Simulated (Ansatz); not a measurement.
Band structure of HfMg₆Sb (Amm2, 8 atoms in the cell).

```
HfMg6Sb
1.0
    5.41868     0.00000     0.00000
    0.00000     3.09108     5.68682
    0.00000    -3.09108     5.68682
Mg Hf Sb
6 1 1
Cartesian
  2.70934   1.55846   4.74725
  2.70934  -1.55846   4.74725
  0.00000   1.50301   6.61366
  0.00000  -1.50301   6.61366
  0.00000   0.00000   3.81415
  0.00000   0.00000   9.44206
  2.70934   0.00000   7.61284
  2.70934   0.00000   1.90349
```

Computed with PBEsol, PAW files made with PBE (plane waves; Ansatz, a program for electronic structure).

Settings: kpoints.mp_grid.grid = 3 3 3; hamiltonian.xc = pbesol; hamiltonian.pseudopotentials = {kind: paw} (the program's default PAW files); scf.occupations.method = fermi_dirac; scf.occupations.width = 0.1 eV; kpoints.band_path.npoints = 8.

The starting cell comes from a database of computed structures (which also holds hypothetical and non-ambient phases and stackings), without a prior relaxation at this level. Its lattice was rescaled by a random factor within 2.5 % of one. Spin-orbit coupling is off.

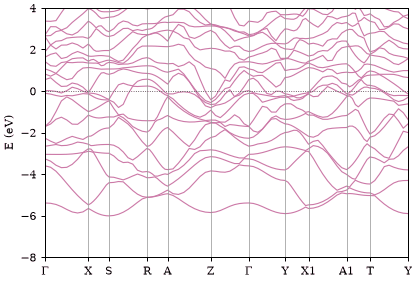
Figure: Bands along the path, energies from the Fermi level.

Levels in eV from the Fermi level, bands 48 to 55:
```
point     48     49     50     51     52     53     54    55
-----  -----  -----  -----  -----  -----  -----  -----  ----
Γ      -1.71  -1.70  -0.11   0.02   0.55   0.82   1.06  1.41
X      -1.16  -0.99  -0.14  -0.10  -0.07   1.13   1.35  1.43
S      -1.25  -0.48  -0.43  -0.40   0.80   1.06   1.38  1.49
R      -1.97  -1.43   0.24   0.57   0.85   1.22   1.61  2.16
A      -1.18  -0.28  -0.22  -0.14   0.34   0.91   1.31  2.13
Z      -1.51  -1.40  -0.92  -0.80  -0.65  -0.56  -0.42  1.08
Y      -1.37  -0.62  -0.30  -0.22  -0.13   0.65   0.98  1.55
X1     -1.16  -0.99  -0.14  -0.10  -0.07   1.13   1.35  1.43
A1     -1.18  -0.28  -0.22  -0.14   0.34   0.91   1.31  2.13
T      -2.07  -0.33   0.14   0.27   0.77   0.97   1.28  1.74
```

Bands cross the Fermi level along this path, so the cell is metallic at this level.

Keys are those of Ansatz 0.2.
